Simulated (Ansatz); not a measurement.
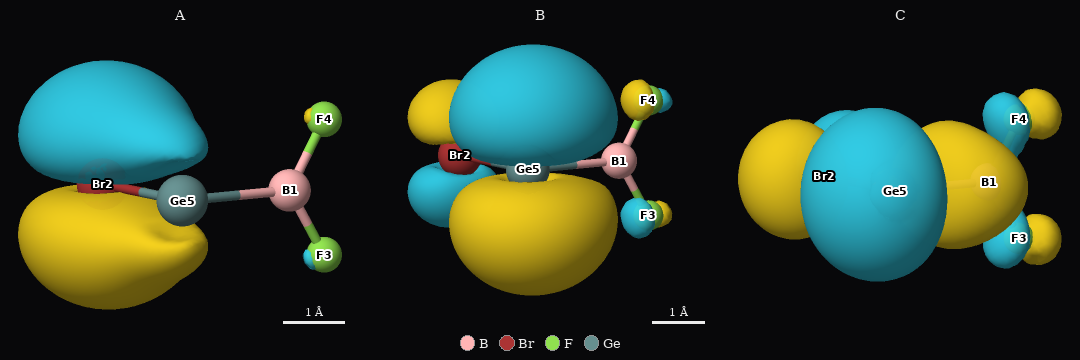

BBrF2Ge (SMILES F[B](F)[Ge][Br]). Three frontier orbitals at ±0.08 Å⁻³ᐟ² (yellow and cyan are the two phases), in no order.

Geometry: B3LYP-D3(BJ)/def2-SVP.

Theory: Ansatz, isolated molecule in a Gaussian basis; Kohn-Sham density functional theory, functional PBE0.

The calculation's input:

```
crystal:
  periodic: [false, false, false]
  atoms:
    - {symbol: B, position_ang: [-0.463173, 0.676836, 0.156677]}
    - {symbol: Br, position_ang: [1.454913, -1.267787, 1.774314]}
    - {symbol: F, position_ang: [-0.748971, 0.158956, -1.028496]}
    - {symbol: F, position_ang: [-1.492017, 1.037023, 0.909160]}
    - {symbol: Ge, position_ang: [1.574388, 0.917954, 0.828665]}
basis:
  gaussian: {orbitals: def2-TZVPD}
hamiltonian: {xc: pbe0}
output: {forces: true, orbitals: {seedname: orbitals}}
```

Command:

```sh
ansatz run input.yaml --threads 2 --pin off --max-ram 4350MiB --events-out events.jsonl --progress --plain --runs-dir runs
```

Order the three orbitals by energy and name them.

A is the HOMO−1 (−8.97 eV). It lies mainly on Br2 (about 90 %) and Ge5 (about 10 %); largely a lone pair of Br2. C is the HOMO (−7.03 eV). Its weight (Hirshfeld) is mainly on Ge5 (about 50 %), Br2 (about 25 %) and B1 (about 20 %); π-antibonding (π*) across Ge5–Br2. B is the LUMO (−3.44 eV). It lies mainly on Ge5 (about 80 %) and Br2 (about 10 %).

What is the HOMO–LUMO gap?

3.59 eV between the orbital energies.
